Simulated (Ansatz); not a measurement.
**AlH$_{3}$···C$_{2}$H$_{6}$: density, localisation and related maps**

| atom | x (Å) | y (Å) | z (Å) |
| --- | --- | --- | --- |
| Al | -0.4582 | -0.5530 | -0.1376 |
| C | 0.2801 | -0.1417 | 2.4165 |
| H | -0.7646 | -0.4040 | 2.1605 |
| H | 0.5544 | -0.8259 | 3.2345 |
| C | 0.4079 | 1.3278 | 2.7890 |
| H | -0.2365 | 1.5756 | 3.6463 |
| H | 1.4436 | 1.5810 | 3.0619 |
| H | 0.1142 | 1.9807 | 1.9527 |
| H | 0.8574 | 0.0826 | -0.7746 |
| H | -1.7536 | 0.3587 | 0.0187 |
| H | -0.5757 | -2.1325 | 0.0175 |
| H | 0.9739 | -0.4030 | 1.5903 |

These are results of Ansatz, RKS r2SCAN-D4/def2-SVP, not measurements.

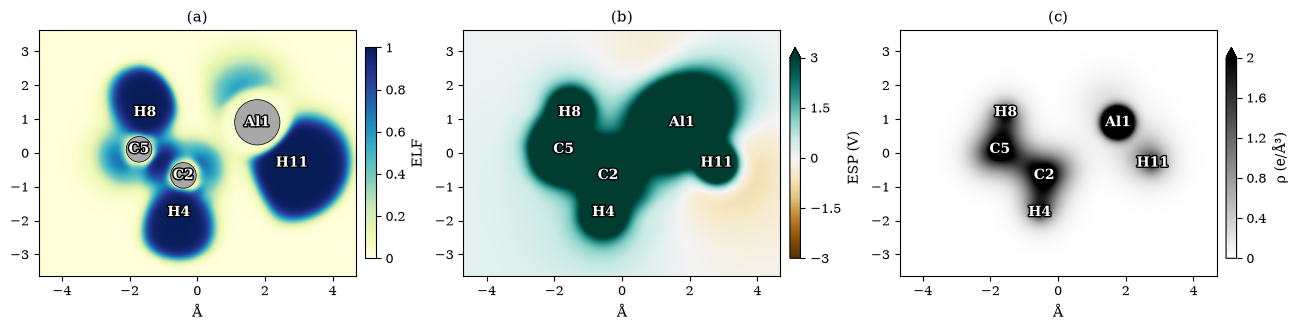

Figure 1. (a) electron localisation function; (b) molecular electrostatic potential; (c) total electron density on the plane of atoms C2, C5 and H8. Grey discs cover the atomic cores in the ELF map.

**What does the map show?**

- The section cuts through Al, C and H sites.
- C–C (1.52 Å): ρ at the midpoint is about 1.6 e/Å³; the ELF peaks at about 0.95 between the atoms; a shared electron pair.
- C–H (1.10 Å): the density is about 1.9 e/Å³ at the midpoint; the ELF climbs to about 1 towards the hydrogen, as it does in any bond to H; a covalent bond by its length.
- Al–H (1.59 Å): ρ at the midpoint is about 0.51 e/Å³; the ELF climbs to about 1 towards the hydrogen.
- Outside the dense part of the complex the potential is most negative (−0.7 V) near H11.

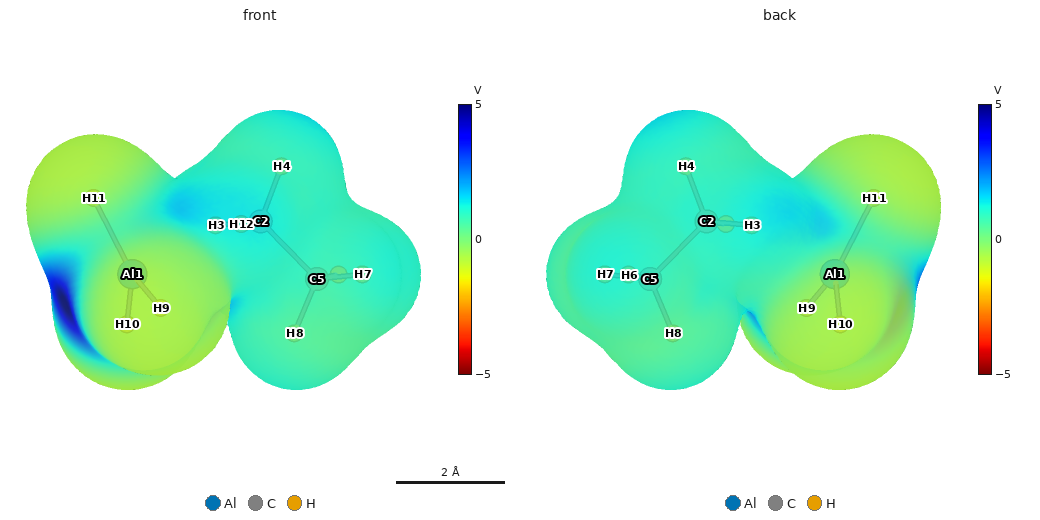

Figure 2. The molecular electrostatic potential painted on the density surface at 0.004 e/bohr³, seen from the front and from behind; red is negative and blue positive.

**Describe the electrostatic potential map.**

The most negative region (about −0.7 V) lies over H9, H10 and H11, the most positive (about +4.7 V) over Al1.

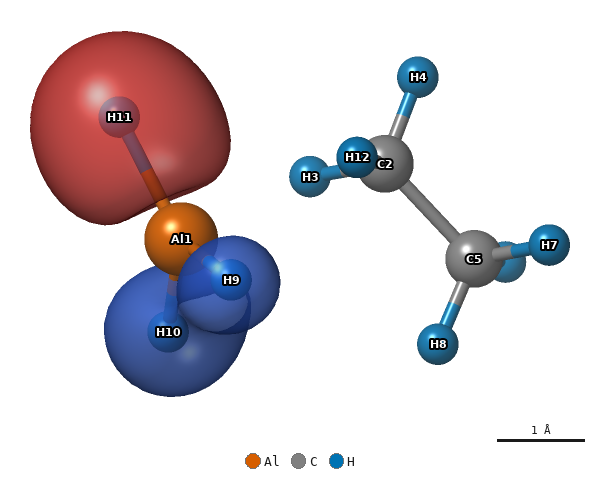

Figure 3. The HOMO−1 at ±0.15 Å⁻³ᐟ² (blue and red are the two phases), seen at a tilt.

**Where does this orbital lie, and at what energy?**

By Hirshfeld shares it lies mainly on H11 (about 40 %), Al1 (about 35 %), H10 (about 15 %) and H9 (about 5 %). Its energy is −7.25 eV.
